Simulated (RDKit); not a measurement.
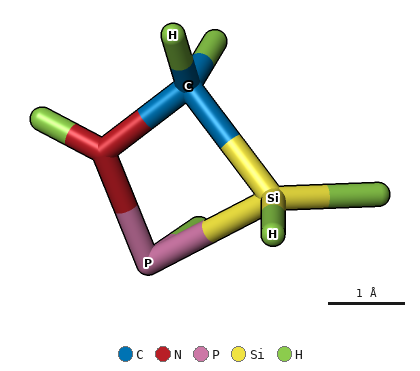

The structure (stick view, seen at a tilt).

# Run report: CH₆NPSi, single-point calculation

System: CH₆NPSi, SMILES C1NP[SiH2]1.
Method: UFF (RDKit 2026.09.1).

The geometry comes from this level: PBE0-D4/def2-TZVP.

Input file (ff.py)
```python
# UFF energy with RDKit
import json
import numpy as np
from rdkit import Chem
from rdkit.Chem import AllChem

mol = Chem.MolFromMolFile("mol.sdf", removeHs=False)
symbols = [a.GetSymbol() for a in mol.GetAtoms()]
start = mol.GetConformer().GetPositions().copy()

ff = AllChem.UFFGetMoleculeForceField(mol)
e = ff.CalcEnergy()
g = np.array(ff.CalcGrad()).reshape(-1, 3)
print(f"UFF energy {e:.5f} kcal/mol, gradient norm {np.linalg.norm(g):.4f} kcal/mol/angstrom")
json.dump(dict(symbols=symbols, start=start.tolist(), energy=e, gradient=g.tolist()), open("results.json", "w"))
```

File mol.sdf
```

     RDKit          3D

 10 10  0  0  0  0  0  0  0  0999 V2000
   -0.5189    0.7537   -0.2803 C   0  0  0  0  0  0  0  0  0  0  0  0
    0.3887    0.8672    0.8652 N   0  0  0  0  0  0  0  0  0  0  0  0
    0.9739   -0.7160    1.2759 P   0  0  0  0  0  0  0  0  0  0  0  0
    0.3823   -0.7973   -0.9074 Si  0  0  0  0  0  4  0  0  0  0  0  0
   -0.5259    1.6473   -0.9107 H   0  0  0  0  0  0  0  0  0  0  0  0
   -1.5542    0.5124    0.0036 H   0  0  0  0  0  0  0  0  0  0  0  0
    0.1265    1.5005    1.6091 H   0  0  0  0  0  0  0  0  0  0  0  0
   -0.2531   -1.3936    1.6315 H   0  0  0  0  0  0  0  0  0  0  0  0
    1.4931   -0.4999   -1.8481 H   0  0  0  0  0  0  0  0  0  0  0  0
   -0.4292   -1.9255   -1.4358 H   0  0  0  0  0  0  0  0  0  0  0  0
  2  1  1  0
  3  2  1  0
  4  3  1  0
  4  1  1  0
  5  1  1  0
  6  1  1  0
  7  2  1  0
  8  3  1  0
  9  4  1  0
 10  4  1  0
M  END
$$$$
```

Launch command:
```bash
python ff.py
```

Log
```
UFF energy 66.67407 kcal/mol, gradient norm 156.3727 kcal/mol/angstrom
```

Key numbers

```tsv
quantity	value
outcome	converged
total energy	0.106252 hartree
largest force	4.137 eV/Å
hardware	1 thread of Intel Xeon (Sapphire Rapids), 16 GiB of memory available, shared host
peak memory	0.073 GiB
```
